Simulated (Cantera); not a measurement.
Charge: 1 mol Si, 2.9 mol HBr, a varied amount of N₂, held at 800 °C and 750 Torr.

Cantera equilibrium calculation (NASA polynomials, part measured and part estimated; ideal gas, pure solids and liquids). Candidate condensed phases: Br₂, Si, Si₃N₄; 28 gas species. N₂ is the only nitrogen source here; it is nearly inert below about 1500 K, so the nitride shown seldom forms there in practice. The tables' values for SiBr₃ are old estimates; treat these amounts as uncertain. The numbers say what is thermodynamically allowed, not how fast it happens.

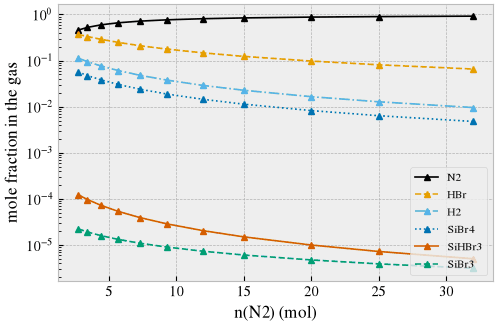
*Equilibrium gas composition (values under 1e-9 drawn at 1e-9)*

From 2.7 mol N₂ to 32 mol N₂ the condensed part is Si₃N₄(s). The main Si-bearing gas is SiBr₄ throughout. The share of Si in condensed phases is highest at 32 mol N₂ (83.6 %) and lowest at 2.7 mol N₂ (72.5 %).
